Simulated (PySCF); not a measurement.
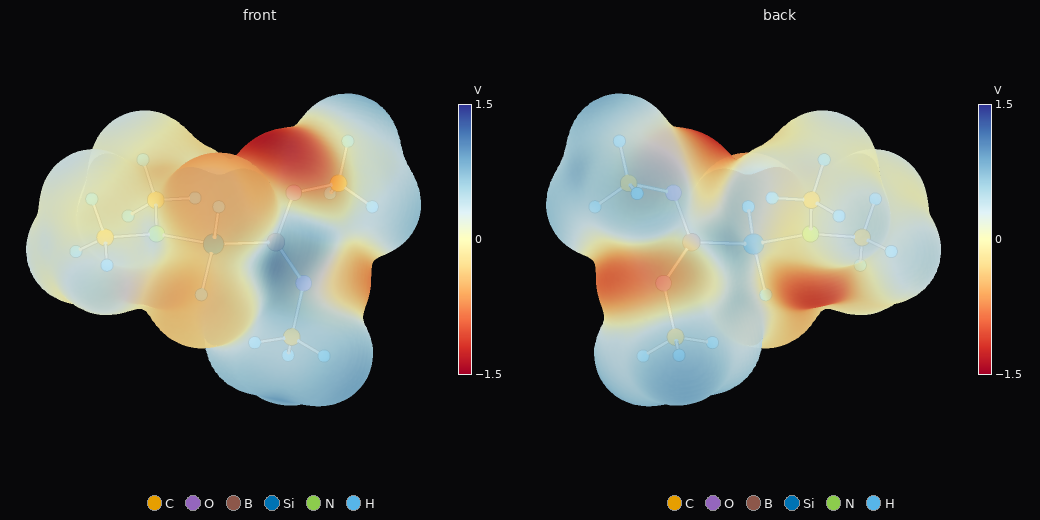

The picture shows: C4H14BNO2Si (SMILES COB(OC)[SiH2]N(C)C). The molecular electrostatic potential painted on the density surface at 0.002 e/bohr³, seen from the front and from behind; red is negative and blue positive.

Geometry: GFN2-xTB.

Computed with PBE0/pcSseg-1, SCF density, gas phase, non-relativistic in PySCF 2.14.0.

```xyz
23

C     2.5870    2.0362   -0.5237
O     1.4298    1.5267    0.1047
B     1.1999    0.2008    0.2750
O     2.1585   -0.6425   -0.1896
C     2.1129   -2.0413   -0.1242
Si   -0.4731   -0.2304    1.2257
N    -1.7997   -0.1885    0.1162
C    -3.1240   -0.5693    0.5376
C    -1.8355    0.7244   -1.0002
H     3.4875    1.5937   -0.0937
H     2.5942    3.1160   -0.3725
H     2.5685    1.8154   -1.5939
H     2.9310   -2.3938    0.5099
H     2.2491   -2.4413   -1.1321
H     1.1630   -2.3974    0.2816
H    -0.6838    0.6370    2.4135
H    -0.6097   -1.5886    1.8056
H    -3.0500   -1.3042    1.3330
H    -3.6952    0.2896    0.9101
H    -3.6735   -1.0056   -0.3019
H    -2.3336    0.2501   -1.8526
H    -0.8238    0.9969   -1.2889
H    -2.3843    1.6429   -0.7565
```

Which sites attract a positive test charge, and which a negative one?

Answer. A positive charge is drawn to the negative regions and a negative charge to the positive ones. The most negative region (about −1.3 V) lies over O2, the most positive (about +0.9 V) over Si6. O2 is the likeliest acceptor of a hydrogen bond.

How polar is the molecule by this calculation?

Answer. Its dipole moment is 1.88 D.
